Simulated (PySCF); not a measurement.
## Electronic structure of C4H10O3Si (SMILES CO[SiH2]OCC(C)=O) in real space

Input

```
{"job": {"kind": "nmr", "xc": "PBE0", "basis": "pcSseg-1"}, "charge": 0, "multiplicity": 1}
C      2.377092     1.172322    -0.362968
O      2.064307    -0.111732     0.099082
Si     1.458273    -1.386634    -0.766221
O     -0.020802    -1.864991    -0.153249
C     -1.055267    -1.106085     0.344244
C     -1.314546     0.163949    -0.435628
C     -2.578718     0.913876    -0.125906
O     -0.520747     0.535710    -1.268698
H      1.642499     1.539969    -1.098472
H      3.380762     1.201391    -0.823062
H      2.383596     1.866440     0.492716
H      2.305576    -2.577049    -0.484244
H      1.459138    -1.110333    -2.229706
H     -1.984392    -1.705450     0.362215
H     -0.876272    -0.795174     1.395732
H     -2.821708     0.881113     0.946557
H     -3.413286     0.437500    -0.666404
H     -2.489545     1.952343    -0.468230
```

Run with:

```sh
OMP_NUM_THREADS=1 python probes_run.py task.json out
```

Geometry: PBE0-D3(BJ)/def2-SVP.

Computed with PBE0/pcSseg-1, SCF density, gas phase, non-relativistic in PySCF.

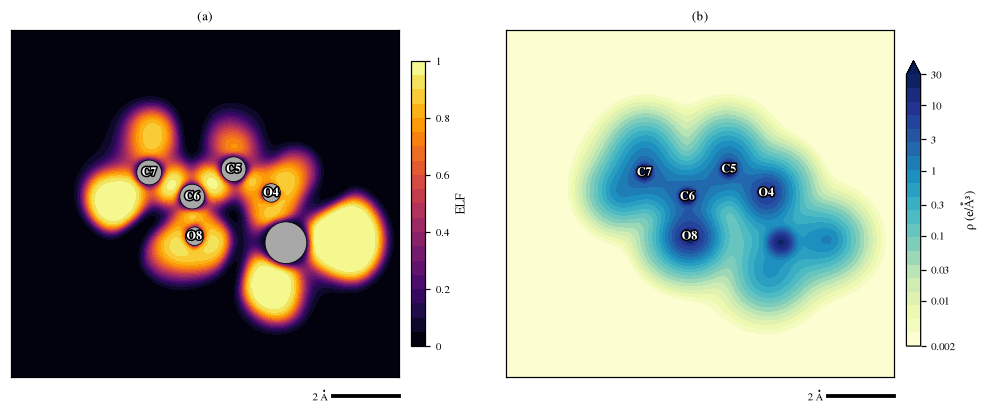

Figure 1. (a) ELF; (b) total electron density on the plane of atoms C7, C6 and O8. Grey discs cover the atomic cores in the ELF map.

> Read the bonding off the picture.

The section cuts through O and C sites.
C–O (1.21 Å): ρ at the midpoint is about 3.3 e/Å³; the ELF peaks at about 0.85 between the atoms; a short, multiple covalent bond.
C–C (1.50 Å): the density is about 1.7 e/Å³ at the midpoint; the ELF peaks at about 0.95 between the atoms, as expected for localised, covalent bonding.
C–O (1.38 Å): the density is about 2.2 e/Å³ at the midpoint, with its minimum of 1.9 e/Å³ about 0.5 Å from C; the ELF peaks at about 0.85 between the atoms (a shared but strongly polarised pair).
The ELF also peaks beside O8 and O4, away from the bonds: lone-pair regions.

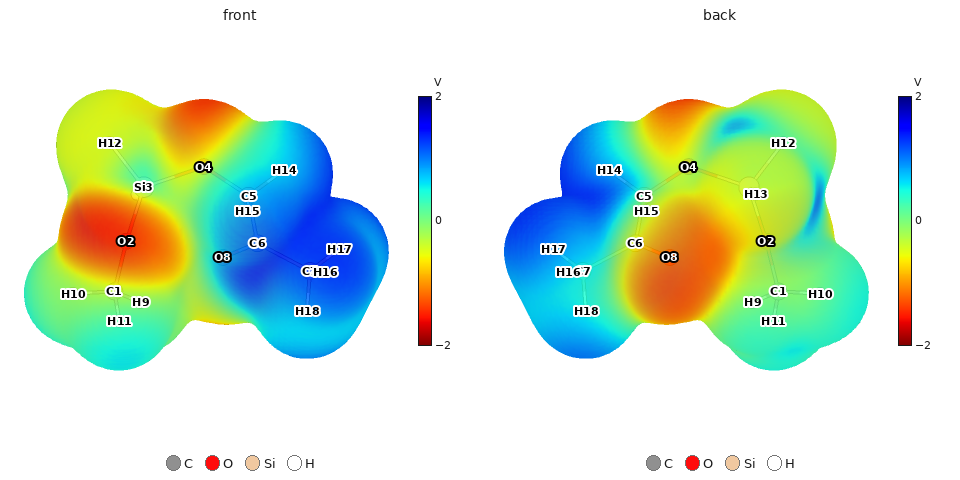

Figure 2. The electrostatic potential painted on the density surface at 0.002 e/bohr³, seen from the front and from behind; the colour scale runs from red (negative) to blue (positive).

> Where is the surface potential most negative and most positive?

The most negative region (about −1.5 V, or −35 kcal/mol for a unit charge) lies over O2, the most positive (about +1.3 V, or +30 kcal/mol for a unit charge) over the C and H atoms. O2 is the likeliest acceptor of a hydrogen bond.
